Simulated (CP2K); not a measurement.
# CH4SSeSi (SMILES [SeH][SiH]1CS1): a first try and a second

Wanted: the energy of CH4SSeSi, PM6.

The calculation is run with CP2K 2026.2.

3 further runs of the same task are left out: 2 that didn't finish, 1 set aside as unsound or not needed.

## (1) The system as given

CH4SSeSi: 8 atoms, total charge 0, spin state singlet. As SMILES, `[SeH][SiH]1CS1`. The shape comes from GFN2-xTB, which is rough for such elements, and wasn't checked as a minimum. This is one conformer, not always the lowest.

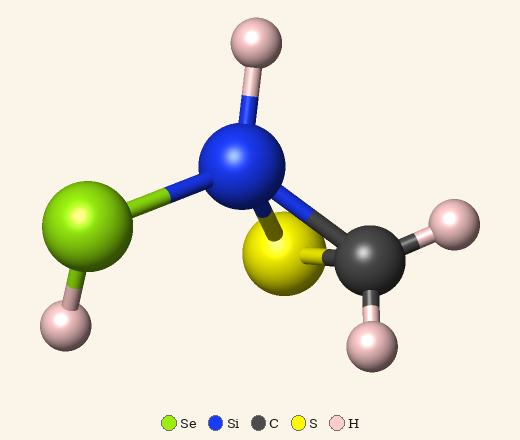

Viewed from a chosen angle; selenium green, silicon blue, carbon dark grey, sulfur yellow, hydrogen pink.

## (2) Try one

molecule.xyz reads:

```xyz
8

Se    -1.445240     1.855500    -0.662010
Si     0.395280     0.709060     0.016410
C      0.251460    -1.035160     0.684570
S     -1.095240     1.855500    -0.662010
H     -1.854300     0.892220    -1.643480
H      1.446810     1.578350     0.497660
H     -0.704280    -1.536940     0.740310
H      0.960780    -1.408330     1.408920
```

calc.inp reads:

```
&GLOBAL
 PROJECT calc
 RUN_TYPE ENERGY
 PRINT_LEVEL MEDIUM
&END GLOBAL

&FORCE_EVAL
 METHOD QUICKSTEP
 &DFT
  &QS
   METHOD PM6
   EPS_DEFAULT 1.0E-10
   &SE
    &COULOMB
     CUTOFF [angstrom] 50
     RC_RANGE [angstrom] 0
    &END COULOMB
    &EXCHANGE
     CUTOFF [angstrom] 50
     RC_RANGE [angstrom] 0
    &END EXCHANGE
   &END SE
  &END QS
  &POISSON
   PERIODIC NONE
   POISSON_SOLVER ANALYTIC
  &END POISSON
  ! self-consistent field
  &SCF
   SCF_GUESS ATOMIC
   EPS_SCF 1.0E-06
   MAX_SCF 99
   &DIAGONALIZATION
    ALGORITHM STANDARD
   &END DIAGONALIZATION
   &MIXING
    METHOD DIRECT_P_MIXING
    ALPHA 0.4
   &END MIXING
  &END SCF
  &PRINT
   &MOMENTS
    PERIODIC F
    REFERENCE COM
    MAX_MOMENT 1
   &END MOMENTS
   &MO ON
    ENERGIES T
    OCCUPATION_NUMBERS T
    NDIGITS 6
    &EACH
     QS_SCF 0
    &END EACH
    ADD_LAST NUMERIC
   &END MO
   &HIRSHFELD OFF
   &END HIRSHFELD
  &END PRINT
 &END DFT
 ! structure
 &SUBSYS
  &CELL
   ABC 19.3 19.4 19.1
   PERIODIC NONE
  &END CELL
  &TOPOLOGY
   COORD_FILE_NAME molecule.xyz
   COORD_FILE_FORMAT XYZ
   &CENTER_COORDINATES
   &END CENTER_COORDINATES
  &END TOPOLOGY
 &END SUBSYS
&END FORCE_EVAL
```

On the command line:

```
$ OMP_NUM_THREADS=1 cp2k.psmp calc.inp > calc.out
```

Output:

```text
CP2K| version string:                                       CP2K version 2026.2
[...]
 GLOBAL| Method name                                                        CP2K
[...]
 GLOBAL| Run type                                                         ENERGY
[...]
                             - Atoms:                                          8
[...]
                             - Spherical basis functions:                     30
[...]
 *** WARNING in particle_methods.F:720 :: The distance between the atoms 1 ***
 *** and 4 is only 0.350 angstrom and thus smaller than the threshold of   ***
 *** 0.500 angstrom                                                        ***
[...]
 Number of electrons:                                                         24
[...]
     1 P_Mix/Diag. 0.40E+00    0.0     0.87953832    144868.4579983652  1.45E+05
[...]
    40 DIIS/Diag.  0.16E-06    0.0     0.00000089    144862.9570640271  0.00E+00
  *** SCF run converged in    40 steps ***
  Core-core repulsion energy [eV]:                        3943679.92365036206320
  Core Hamiltonian energy [eV]:                              -855.60543652827346
  Two-electron integral energy [eV]:                        -1805.57389751846381
  Electronic energy [eV]:                                   -1758.39238528750548
  Total energy [eV]:                                      3941921.53126507531852
  Atomic reference energy [eV]:                               566.01726405973955
  Heat of formation [kcal/mol]:                          90915929.89277452230453
[...]
 SE_DIPOLE| Moment [Debye]          6.19782792      -7.04916088       1.76898246
 SE_DIPOLE| Derivative [a.u.]       0.00000000       0.00000000       0.00000000
 ENERGY| Total FORCE_EVAL ( QS ) energy [hartree]         144862.957064027112210
[...]
```

It took 0.51 s on 1 thread of Arm Neoverse N1, shared host; peak memory 0.14 GiB.

## (3) Diagnosis

The run finished; that doesn't make the result usable.

What is wrong: two atoms lie on top of or far too near each other. As the program read them, the closest atoms are 0.35 Å apart, against 1.08 Å in the sound input.

## (4) Second attempt

Changes to molecule.xyz since step 2:

```diff
@@ -5,3 +5,3 @@
 C      0.251460    -1.035160     0.684570
-S     -1.095240     1.855500    -0.662010
+S      0.949490    -1.054700    -1.042370
 H     -1.854300     0.892220    -1.643480
```

mol.inp reads:

```
&GLOBAL
    PROJECT_NAME mol
    RUN_TYPE ENERGY
    PRINT_LEVEL MEDIUM
&END GLOBAL
&FORCE_EVAL
    METHOD QS
    &DFT
        &QS
            METHOD PM6
            EPS_DEFAULT 1.0E-10
            &SE
                &COULOMB
                    CUTOFF [angstrom] 50
                    RC_RANGE [angstrom] 0
                &END COULOMB
                &EXCHANGE
                    CUTOFF [angstrom] 50
                    RC_RANGE [angstrom] 0
                &END EXCHANGE
            &END SE
        &END QS
        &POISSON
            PERIODIC NONE
            POISSON_SOLVER ANALYTIC
        &END POISSON
        &SCF
            SCF_GUESS ATOMIC
            EPS_SCF 1.0E-06
            MAX_SCF 100
            &DIAGONALIZATION
                ALGORITHM STANDARD
            &END DIAGONALIZATION
            &MIXING
                METHOD DIRECT_P_MIXING
                ALPHA 0.4
            &END MIXING
        &END SCF
        &PRINT
            &MOMENTS
                PERIODIC F
                REFERENCE COM
                MAX_MOMENT 1
            &END MOMENTS
            &MO ON
                ENERGIES T
                OCCUPATION_NUMBERS T
                NDIGITS 6
                &EACH
                    QS_SCF 0
                &END EACH
                ADD_LAST NUMERIC
            &END MO
            &HIRSHFELD OFF
            &END HIRSHFELD
        &END PRINT
    &END DFT
    &SUBSYS
        &CELL
            ABC 19.3 19.4 19.1
            PERIODIC NONE
        &END CELL
        &TOPOLOGY
            COORD_FILE_NAME molecule.xyz
            COORD_FILE_FORMAT XYZ
            &CENTER_COORDINATES
            &END CENTER_COORDINATES
        &END TOPOLOGY
    &END SUBSYS
&END FORCE_EVAL
```

On the command line:

```
$ OMP_NUM_THREADS=1 cp2k.psmp mol.inp > mol.out
```

Output:

```text
CP2K| version string:                                       CP2K version 2026.2
[...]
 GLOBAL| Method name                                                        CP2K
[...]
 GLOBAL| Run type                                                         ENERGY
[...]
                             - Atoms:                                          8
[...]
                             - Spherical basis functions:                     30
[...]
 Number of electrons:                                                         24
[...]
     1 P_Mix/Diag. 0.40E+00    0.0     0.73740323       -16.1885139774 -1.62E+01
[...]
    22 DIIS/Diag.  0.35E-06    0.0     0.00000082       -20.7920749128 -1.81E-12
  *** SCF run converged in    22 steps ***
  Core-core repulsion energy [eV]:                           1108.74814352287444
  Core Hamiltonian energy [eV]:                              -855.04811173073358
  Two-electron integral energy [eV]:                        -1638.96232683987751
  Electronic energy [eV]:                                   -1674.52927515067222
  Total energy [eV]:                                         -565.78113162779778
  Atomic reference energy [eV]:                               566.01726405973955
  Heat of formation [kcal/mol]:                                 5.44534367289054
[...]
 SE_DIPOLE| Moment [Debye]          1.26739881      -1.85508663      -0.98381189
 SE_DIPOLE| Derivative [a.u.]       0.00000000       0.00000000       0.00000000
 ENERGY| Total FORCE_EVAL ( QS ) energy [hartree]            -20.792074912848609
[...]
```

Wall time 0.49 s (1 thread of Arm Neoverse N1, shared host); peak memory 0.14 GiB.

## (5) Results

At PM6:

| quantity | value |
| --- | --- |
| total energy | -20.79207 Eh |
| dipole moment | 2.45 D |
| HOMO energy | -8.84 eV |
| heat of formation | 5.4 kcal/mol |

What this shows: The first attempt's energy was +3942487.659 eV off this one.
